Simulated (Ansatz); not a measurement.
# r2SCAN/def2-SVP run of SiH2Br2 (dibromosilane)

What is the electronic atomisation energy of SiH2Br2 (dibromosilane) at r2SCAN/def2-SVP? 

The calculation is run with Ansatz 0.2.0.

53 further runs of the same task are left out: 6 that didn't finish, 47 set aside as unsound or not needed.

**1. The system as given**

SiH2Br2: 5 atoms, total charge 0, spin state singlet. As SMILES, `Br[SiH2]Br`. The shape is that of a PBE0-D4/def2-TZVP optimisation.

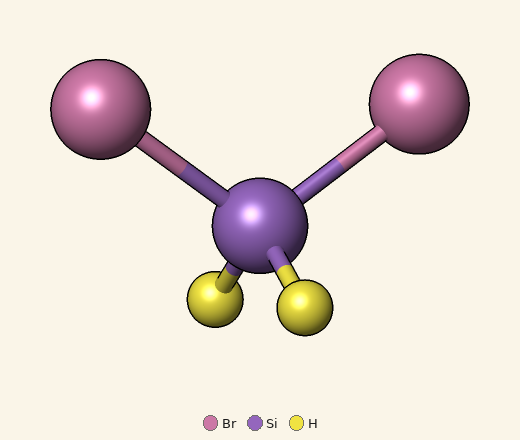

Viewed from a chosen angle; bromine pink, silicon purple, hydrogen yellow.

**2. A single-point energy at r2SCAN/def2-SVP**

Input file input.yaml:

```yaml
basis:
  gaussian:
    orbitals: def2-SVP
crystal:
  periodic: [false, false, false]
  atoms:
    - {symbol: Br, position_ang: [-1.672690, -1.239290, 0.362310]}
    - {symbol: Si, position_ang: [0.158230, -0.046290, 0.054680]}
    - {symbol: Br, position_ang: [-0.295570, 1.814160, -1.042010]}
    - {symbol: H, position_ang: [1.103430, -0.843230, -0.751710]}
    - {symbol: H, position_ang: [0.706590, 0.314640, 1.376730]}
hamiltonian:
  xc: r2scan
accuracy: high
output: {orbitals: {seedname: orbitals}}
```

Command:

```bash
$ ansatz run input.yaml --threads 1 --pin off --max-ram 3480MiB --events-out events.jsonl --progress --plain --runs-dir runs
```

Standard output:

```text
Warning: RAYON_NUM_THREADS=1 ignored (pool sized by the plan → 1); use --threads N
Functional definition: r2SCAN
  name "r2SCAN"
  parameter k0 = 0.174
  parameter k1 = 0.065
  parameter a1 = 4.9479
  exchange = r2scan_x(k0 = k0, k1 = k1, a1 = a1)
  correlation = r2scan_c
1684 factors; integrals over basis functions are off by at most 5.9e-9 eV
mean field evaluation 1: about -147984.3503 eV, gradient 1.0e1 eV
mean field evaluation 2: about -147984.5901 eV, gradient 3.5e0 eV
mean field evaluation 4: about -147984.6352 eV, gradient 1.6e-1 eV
mean field evaluation 8: about -147984.6270 eV, gradient 5.9e-3 eV
mean field evaluation 16: about -147984.6270 eV, gradient 8.8e-7 eV
mean field -147984.62702673 eV, -5438.3347356494 hartree, gradient 3.0e-8 eV, S^2 0.000000; 0 other end points of the search recorded, 0 dependent functions left out
reference -147984.62702729 eV, -5438.3347356699 hartree; 43, 43 occupied and 49, 49 virtual orbitals, 1684 factors
Total energy: -147984.62702729 eV, -5438.3347356699 hartree
```

Wall time 11 s (1 thread of Arm Neoverse V2, shared host); peak memory 0.25 GiB.

**3. The Br atom**

Input file job.yaml:

```yaml
crystal:
  periodic: [false, false, false]
  atoms:
    - {symbol: Br, position_ang: [0.000000, 0.000000, 0.000000]}
basis:
  gaussian: {orbitals: def2-SVP}
magnetization: {spin_polarized: true, initial_magnetization: 1}
hamiltonian: {xc: {name: r2SCAN}}
accuracy: high
```

Run the same way, it converges to -2573.78750 Eh (log not shown).

**4. The H atom at the same level**

Input file molecule.yaml:

```yaml
crystal:
  periodic: [false, false, false]
  atoms:
    - symbol: H
      position_ang: [0.000000, 0.000000, 0.000000]
basis:
  gaussian:
    orbitals: def2-SVP
magnetization:
  spin_polarized: true
  initial_magnetization: 1
hamiltonian:
  xc: r2scan
accuracy: high
```

Command:

```bash
$ ansatz run molecule.yaml --threads 1 --pin off --max-ram 3480MiB --events-out events.jsonl --progress --plain --runs-dir runs
```

Standard output, shortened:

```text
Warning: RAYON_NUM_THREADS=1 ignored (pool sized by the plan → 1); use --threads N
[... 7 set-up lines as earlier in the session ...]
15 factors; integrals over basis functions are off by at most 8.9e-10 eV
mean field evaluation 1: about -13.5844 eV, gradient 1.2e-3 eV
mean field evaluation 2: about -13.5842 eV, gradient 3.4e-3 eV
mean field evaluation 4: about -13.5842 eV, gradient 2.8e-5 eV
mean field -13.58416968 eV, -0.4992090282 hartree, gradient 1.0e-8 eV, S^2 0.750000; 0 other end points of the search recorded, 0 dependent functions left out
reference -13.58417057 eV, -0.4992090606 hartree; 1, 0 occupied and 4, 5 virtual orbitals, 15 factors
Total energy: -13.58417057 eV, -0.4992090606 hartree
```

It took 0.32 s on 1 thread of Arm Neoverse V2, shared host.

**5. The Si atom, same level**

Input file input.yaml:

```yaml
crystal:
  periodic: [false, false, false]
  atoms:
    - {symbol: Si, position_ang: [0.000000, 0.000000, 0.000000]}
basis:
  gaussian: {orbitals: def2-SVP}
accuracy: high
hamiltonian: {xc: r2scan}
magnetization: {spin_polarized: true, initial_magnetization: 2}
```

Run the same way, it converges to -289.24480 Eh (log not shown).

**6. Outcome**

At r2SCAN/def2-SVP:

```
                     quantity           value
       molecule: total energy  -5438.33474 Eh
        molecule: HOMO energy        -7.60 eV
        molecule: LUMO energy        -1.00 eV
      molecule: HOMO–LUMO gap         6.60 eV
        Br atom: total energy  -2573.78750 Eh
                Br atom: ⟨S²⟩           0.753
         H atom: total energy     -0.49921 Eh
                 H atom: ⟨S²⟩           0.750
        Si atom: total energy   -289.24480 Eh
                Si atom: ⟨S²⟩           2.006
electronic atomisation energy       14.055 eV
```

**Reading.** Taking the molecule apart into free atoms costs 14.06 eV (324 kcal/mol), before zero-point energy and without spin-orbit coupling.
